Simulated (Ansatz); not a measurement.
Abstraction of F: CF4 + SbHF → CF3 + SbHF2

Species: CF4 `FC(F)(F)F`, singlet; SbHF `[F][SbH]`, doublet; CF3 (trifluoromethyl radical) `F[C](F)F`, doublet; SbHF2 `[F][SbH][F]`, singlet. A radical takes F: the energy is the difference in strength between the C–F bond broken and the Sb–F bond made.

Shapes, held fixed at every level: PBE0-D4/def2-TZVP. Programs: Ansatz 0.2.0. The zero-point and thermal change to 298 K, harmonic and unscaled (PBE0-D4/def2-TZVP), is -2.9 kJ/mol.

```
                level                    kind  ΔH(298 K) (kJ/mol)  less CCSD(T)/def2-TZVPP
         MP2/def2-SVP     perturbation theory              +132.2                    +35.1
        HF/def2-TZVPP            Hartree–Fock               +91.6                     -5.5
  B3LYP-D4/def2-TZVPP           global hybrid               +73.2                    -23.9
   PBE0-D4/def2-TZVPP           global hybrid               +88.8                     -8.3
r2SCAN0-D4/def2-TZVPP           global hybrid               +89.3                     -7.8
   wB97M-V/def2-TZVPP  range-separated hybrid               +98.8                     +1.7
      CCSD/def2-TZVPP   coupled cluster or CI               +99.3                     +2.2
   CCSD(T)/def2-TZVPP   coupled cluster or CI               +97.1                      0.0
```

The highest level, CCSD(T)/def2-TZVPP, gives ΔH(298 K) = +97.1 kJ/mol; the levels span +73.2 to +132.2. The column of differences is taken from that level and isn't an error. No measured value is set beside it here. Open shells run unrestricted. For atoms past krypton def2 sets carry core potentials with scalar relativity. Outer-core shells of Sb are correlated, in sets that cover them unevenly.

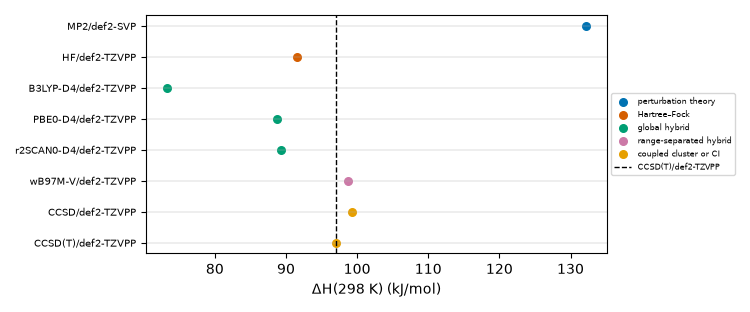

The values of the table, level by level.
